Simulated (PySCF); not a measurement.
# ClGaH$_{2}$: electronic structure

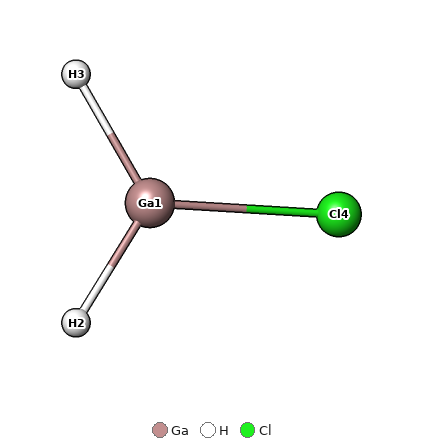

The molecule, with its atoms numbered as below. No frequency check shows the geometry to be a minimum.

Cartesian coordinates (Å):

```
Ga1     -0.6710    0.0000    0.0000
H2      -1.4799   -1.3388    0.0000
H3      -1.4799    1.3388    0.0000
Cl4      1.3976    0.0000    0.0000
```

### 1. Bonding charge

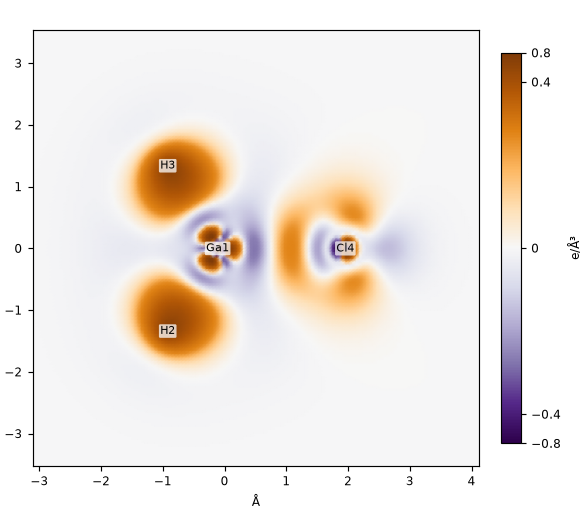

Deformation density (molecule less spherical, spin-averaged free atoms) in the molecular plane; colour scale in e/Å³, logarithmic beyond ±0.1; orange: gain, purple: loss.

Computed with PySCF, B3LYP/aug-cc-pVDZ, geometry: GFN2-xTB.

Question: How much density has each bond in this plane gained at its critical point, relative to the free atoms?

Answer: Ga1–H2 and Ga1–H3: +0.21 e/Å³ at the bond critical point (bond length 1.56 Å). Ga1–Cl4: +0.03 e/Å³ at the bond critical point (bond length 2.07 Å); up to 0.6 Å beside the axis the gain reaches +0.12 e/Å³. In all, 0.9 electrons gather in the regions of gain relative to the promolecule. A small or negative value marks a very polar bond, one between electron-rich atoms, whose free-atom densities already overlap strongly, a long bond to a heavier atom, or a closed-shell contact such as a hydrogen bond.

### 2. Local ionisation energy

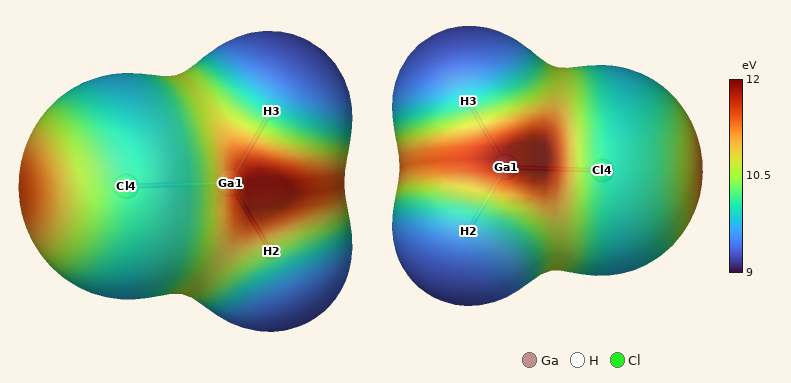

Average local ionisation energy on the surface of electron density 0.001 a.u. (back view left, front view right).

Question: Locate the minima of the map.

Answer: The lowest value is 9.3 eV, 1.5 Å from H2, and at like points elsewhere. Further minima include 9.7 eV, 2.1 Å from Cl4, and at like points elsewhere. For comparison, the highest occupied orbital lies at −8.2 eV.

Question: What volume does the surface enclose, and what is the dipole moment?

Answer: About 81 Å³; the dipole moment is 1.2 D.

### 3. Excited states

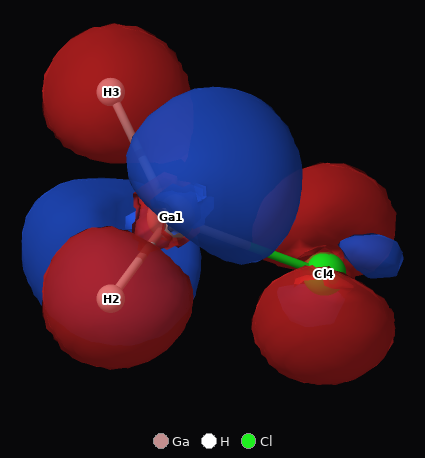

Unrelaxed difference density of S₁ less the ground state (TDA singlet states), ±0.03 e/Å³; blue: gain, red: loss.

Method: B3LYP/aug-cc-pVDZ; geometry: GFN2-xTB; program: PySCF.

Question: How does the charge move on excitation?

Answer: 0.79 e is displaced in all, of which about 0.5 e passes between atoms: Cl4 (0.24 e) and H2 and H3 (0.14 e each) lose electrons and Ga1 (0.51 e) gains them. The state: 4.97 eV (249 nm), f = 0.000 (dark), partly diffuse acceptor orbital; the leading pair carries 100 %; hole on Cl4 (36 %), Ga1 (24 %) and H2 and H3 (20 % each), electron on Ga1 (75 %), Cl4 (12 %) and H2 and H3 (7 % each) (atom shares of so diffuse an orbital are rough); their centroids lie 0.4 Å apart.
